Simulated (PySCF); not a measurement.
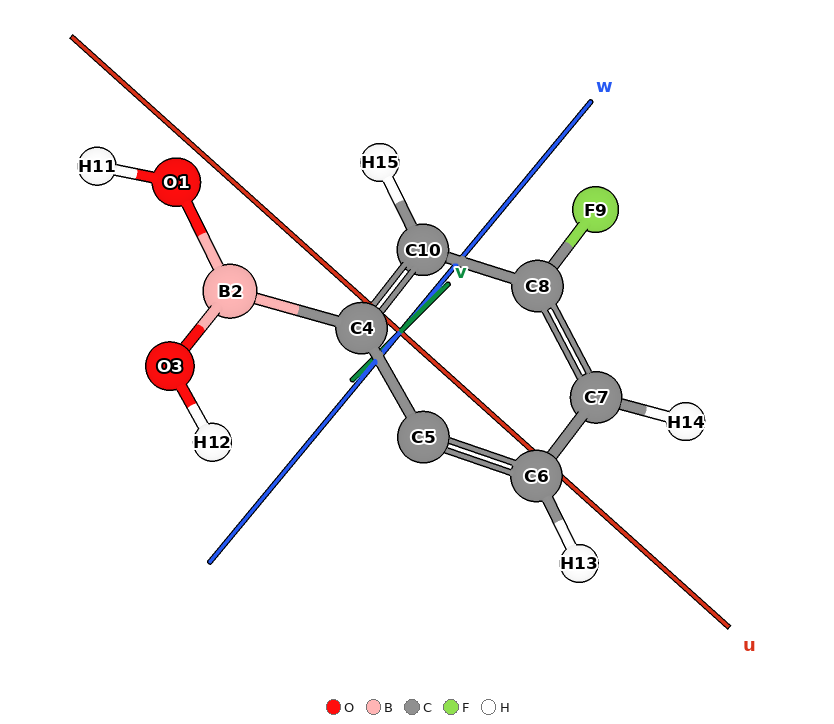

The lines u, v and w are the principal axes of the g tensor. Charge 0, doublet. Computed geometry: GFN2-xTB optimisation. No frequency run is at hand to confirm it as a minimum. Level of theory: UKS B3LYP, pcH-1 on B C F H O, non-relativistic, mean-field spin-orbit, GIAO (PySCF 2.14.0).

> Along which axis does g lie farthest from the free-electron value?

Along v (normal to the molecular plane): the shift is 902 ppm.

Give the principal values and shifts.

```
axis        g  shift (ppm)
   u  2.00160         −724
   v  2.00322          902
   w  2.00208         −236
```

The geometry is semi-empirical. Around B such bond lengths and angles can be off by a tenth of an ångström or more and by several degrees, and values that hang on the shape move with them.
